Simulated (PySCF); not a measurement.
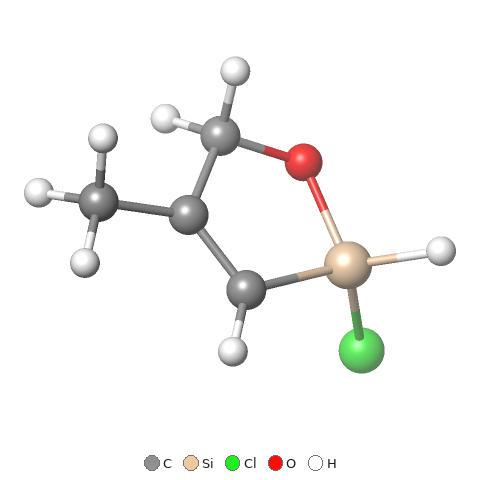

Structure of C₄H₇ClOSi, SMILES CC1=C[Si@@H](Cl)OC1.

Vertical TDDFT excitations, CAM-B3LYP/def2-SVPD, PySCF 2.14.0, at a GFN2-xTB geometry (no frequency check), gas phase.

Question: What does its absorption spectrum look like?

Answer: The lowest singlet lies at 6.83 eV (181 nm, f = 0.292); the brightest of the first 8 is S1 at 6.83 eV (181 nm), f = 0.292, mainly HOMO → LUMO (79 %). No singlet lies below 3.1 eV (beyond 400 nm), so at this level no vertical transition falls in the visible.


| state | E (eV) | λ (nm) | f | main character |
| --- | --- | --- | --- | --- |
| S1 | 6.83 | 181 | 0.292 | HOMO → LUMO (79 %) |
| S2 | 6.99 | 177 | 0.085 | HOMO−1 → LUMO (50 %) |
| S3 | 7.27 | 171 | 0.015 | HOMO → LUMO+1 (84 %) |
| S4 | 7.44 | 167 | 0.016 | HOMO−2 → LUMO (49 %) |
| S5 | 7.49 | 166 | 0.010 | HOMO → LUMO+2 (65 %) |
| S6 | 7.66 | 162 | 0.005 | HOMO−3 → LUMO (70 %) |
| S7 | 7.86 | 158 | 0.012 | HOMO−1 → LUMO+2 (70 %) |
| S8 | 8.10 | 153 | 0.023 | HOMO−1 → LUMO+1 (43 %) |

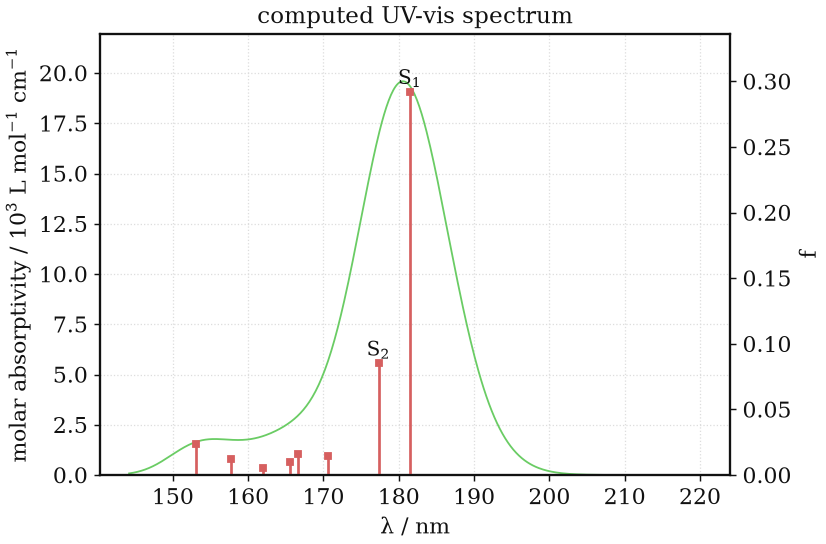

Only the first 8 singlet excitations are included; each is broadened by a Gaussian of 1/e half-width 0.30 eV. Sticks give oscillator strengths (right axis).

Known limits of this run: the tight-binding geometry is rougher than a DFT one and adds to the error; core orbitals are frozen in the response.
